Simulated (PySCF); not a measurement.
**C6H11P: excited-state calculation**

- system: C6H11P
- method: TDA B3LYP/ANO-RCC-VDZP, vertical, gas phase, core orbitals frozen in the response (PySCF 2.14.0)

The geometry comes from this level: GFN2-xTB. It belongs to a series of runs on one base structure; here: B3LYP/ANO-RCC-VDZP; 12 states, TDA; damp 0.2.

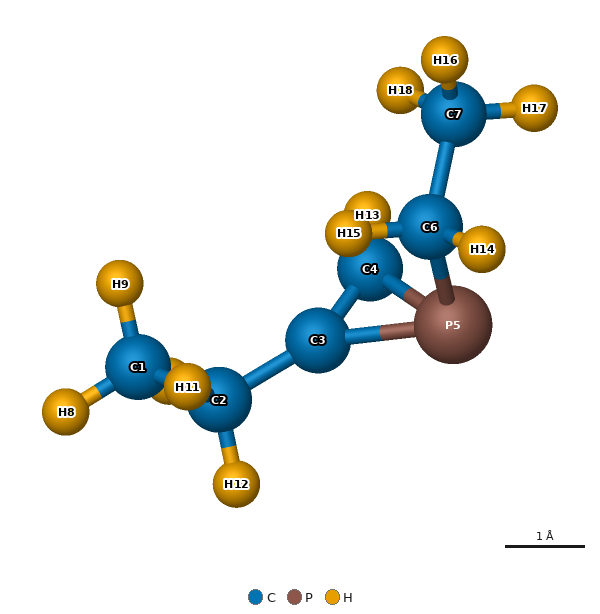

**Figure 1.** The structure as given in the input (ball-and-stick view, seen at a tilt; atoms are numbered from 1 in the order of the input).

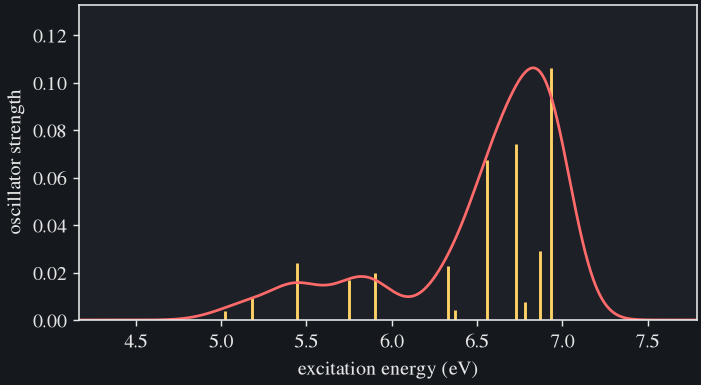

**Figure 2.** Computed excitations as sticks (degenerate states added up, dark ones marked on the axis), with a Gaussian envelope of 0.35 eV full width at half maximum, scaled to the tallest. Of the 12 states the lowest lies at 5.02 eV (f = 0.004); the strongest line is at 6.93 eV, or 179 nm (f = 0.106).

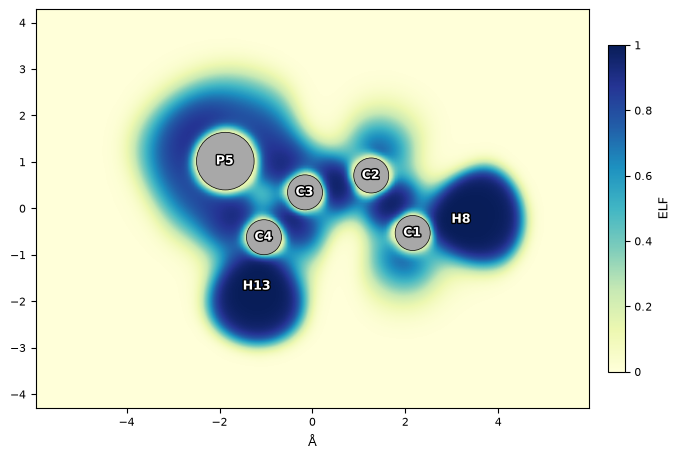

**Figure 3.** ELF on the plane of atoms C3, C4 and P5. Grey discs, where drawn, cover atomic cores. C–C (1.31 Å): the ELF peaks at about 0.90 between the atoms; a double or triple bond.

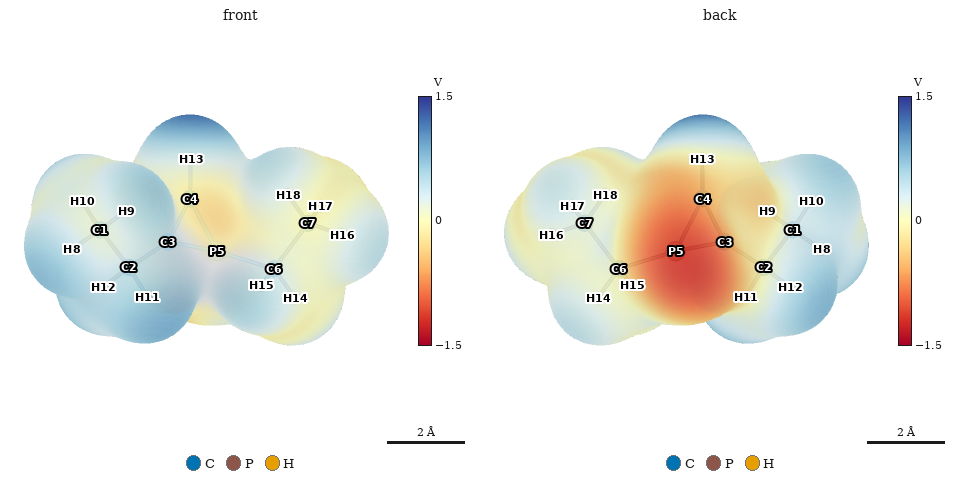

**Figure 4.** The molecular electrostatic potential painted on the density surface at 0.002 e/bohr³, seen at a tilt and from behind; red is negative and blue positive.

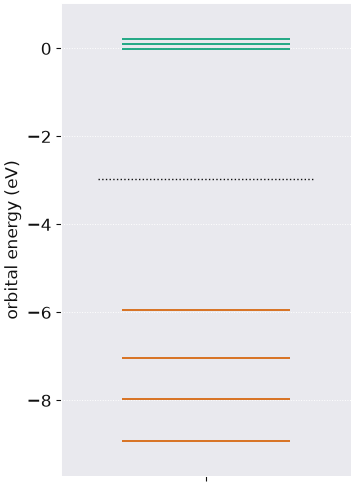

**Figure 5.** Orbital energies near the frontier; the dotted line parts filled from empty levels, and levels within 0.02 eV of each other stand side by side. Highest filled −5.94 eV, lowest empty −0.02 eV, 5.92 eV apart.

The input and output of the run follow.

Input:
```
{"job": {"kind": "uv", "xc": "B3LYP", "basis": "ANO-RCC-VDZP", "nstates": 12, "ntriplets": 5, "tda": true, "scf": {"damp": 0.2}}, "charge": 0, "multiplicity": 1}
C     -2.891065     0.589313    -0.050379
C     -1.887487    -0.264039     0.721260
C     -0.691598    -0.551713    -0.085428
C     -0.079483    -0.391423    -1.231268
P      0.916958    -1.450094    -0.108683
C      2.059515    -0.162533     0.675916
C      2.812972     0.643716    -0.372685
H     -3.768576     0.786099     0.561042
H     -2.443657     1.539378    -0.333576
H     -3.205004     0.075474    -0.955916
H     -1.583840     0.247110     1.640376
H     -2.344610    -1.212942     1.019229
H     -0.141871     0.035289    -2.207031
H      2.766452    -0.705480     1.308477
H      1.473329     0.498657     1.319889
H      3.508003     1.336878     0.098559
H      3.376032    -0.017424    -1.029021
H      2.115170     1.215770    -0.982418
```

The first line tells a small driver script what to run in PySCF; the rest is the geometry in Å.

Launch command:
```bash
OMP_NUM_THREADS=1 python <driver script> task.json out
```

The program's output:
```
damping 0.20 in the first 6 cycles
final grid: 138272 points
cycle   1  E = -576.3881531235  dE =  6.980e-01  |g| = 5.097e-01  |ddm| = 5.757e+00
cycle   2  E = -576.4124041581  dE = -2.425e-02  |g| = 4.176e-01  |ddm| = 1.063e+00
cycle   3  E = -576.4192184044  dE = -6.814e-03  |g| = 3.849e-01  |ddm| = 9.205e-01
cycle   4  E = -576.4193835188  dE = -1.651e-04  |g| = 3.779e-01  |ddm| = 9.028e-01
cycle   5  E = -576.4167885346  dE =  2.595e-03  |g| = 3.884e-01  |ddm| = 9.322e-01
cycle   6  E = -576.3425796314  dE =  7.421e-02  |g| = 6.292e-01  |ddm| = 1.262e+00
cycle   7  E = -576.1390698969  dE =  2.035e-01  |g| = 1.064e+00  |ddm| = 2.061e+00
cycle   8  E = -576.4548847089  dE = -3.158e-01  |g| = 1.425e-01  |ddm| = 1.302e+00
cycle   9  E = -576.4591656430  dE = -4.281e-03  |g| = 6.540e-02  |ddm| = 2.195e-01
cycle  10  E = -576.4602068982  dE = -1.041e-03  |g| = 1.717e-02  |ddm| = 7.956e-02
cycle  11  E = -576.4602877292  dE = -8.083e-05  |g| = 2.255e-03  |ddm| = 2.235e-02
cycle  12  E = -576.4602893312  dE = -1.602e-06  |g| = 6.156e-04  |ddm| = 4.091e-03
cycle  13  E = -576.4602894310  dE = -9.978e-08  |g| = 1.970e-04  |ddm| = 8.690e-04
cycle  14  E = -576.4602894417  dE = -1.069e-08  |g| = 3.842e-05  |ddm| = 2.704e-04
cycle  15  E = -576.4602894422  dE = -5.030e-10  |g| = 7.167e-06  |ddm| = 6.575e-05
converged SCF energy = -576.4602894422

Static polarisability (au): isotropic 90.113, principal 76.615 82.008 111.717

Singlet excitations
state   eV       nm        f      main configurations
  1   5.0217    246.9   0.00370   H->L+1 0.48, H->L 0.47
  2   5.1845    239.1   0.00924   H->L+1 0.48, H->L 0.45
  3   5.4427    227.8   0.02399   H->L+2 0.89
  4   5.7509    215.6   0.01669   H->L+3 0.47, H-1->L+1 0.34, H-1->L+2 0.08
  5   5.9040    210.0   0.01975   H->L+3 0.48, H-1->L+1 0.42
  6   6.3289    195.9   0.02263   H-1->L 0.79, H-1->L+2 0.17
  7   6.3723    194.6   0.00422   H->L+4 0.93
  8   6.5596    189.0   0.06720   H-1->L+2 0.48, H->L+5 0.25, H-1->L+1 0.14
  9   6.7288    184.3   0.07431   H->L+5 0.55, H->L+6 0.26, H-1->L+2 0.09
 10   6.7813    182.8   0.00773   H-1->L+3 0.62, H-2->L+1 0.10
 11   6.8711    180.4   0.02906   H->L+6 0.28, H-1->L+3 0.24, H-2->L 0.21
 12   6.9341    178.8   0.10619   H->L+6 0.31, H-2->L 0.21, H-2->L+2 0.13

Triplet excitations (Tamm-Dancoff, eV): 4.1186 4.4053 5.2308 5.2827 5.3330
```

Summary:

```csv
quantity,value
outcome,converged
total energy,−576.460289 hartree
HOMO,−5.94 eV
LUMO,−0.02 eV
dipole moment,1.94 D
mean polarisability,90.11 a.u.
lowest singlet excitation,5.02 eV
hardware,"1 CPU thread, shared host"
wall time,43 s
peak memory,0.8 GiB
```

Notes:

Settings chosen away from the usual ones: B3LYP/ANO-RCC-VDZP; 12 states, TDA; damp 0.2.
